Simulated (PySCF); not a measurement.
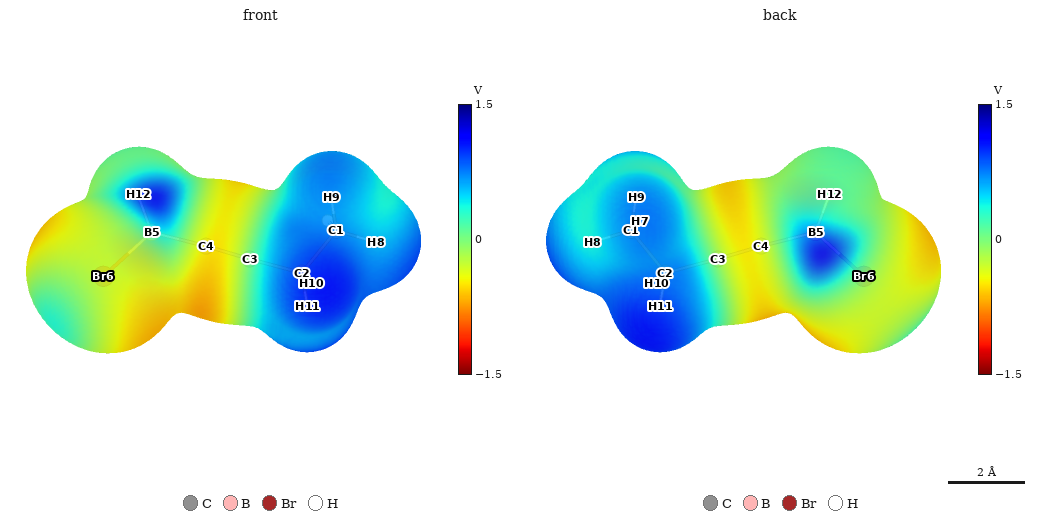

Figure 1: C4H6BBr (SMILES CCC#CBBr). The electrostatic potential painted on the density surface at 0.002 e/bohr³, seen from the front and from behind; red is negative and blue positive.

Geometry: GFN2-xTB.

Level of theory: CAM-B3LYP/def2-SVPD, SCF density, gas phase in PySCF.

```xyz
12

C    -1.9797   -0.5314    0.0166
C    -1.0839    0.7060    0.0861
C     0.3156    0.3562    0.1212
C     1.4809    0.0283    0.1468
B     2.9320   -0.3141    0.1888
Br    4.1987    1.0432    0.4592
H    -1.7586   -1.1111   -0.8771
H    -3.0261   -0.2356   -0.0101
H    -1.8195   -1.1661    0.8855
H    -1.3180    1.2938    0.9796
H    -1.2560    1.3451   -0.7860
H     3.3158   -1.4151    0.0576
```

Q: Where is the surface potential most negative and most positive?

A: The most negative region (about −0.7 V) lies over C3, C4 and Br6, the most positive (about +1.1 V) over B5, H10 and H11. Br6 shows a σ-hole: about +0.3 V at the tip opposite its bond, against about −0.5 V on its flanks.
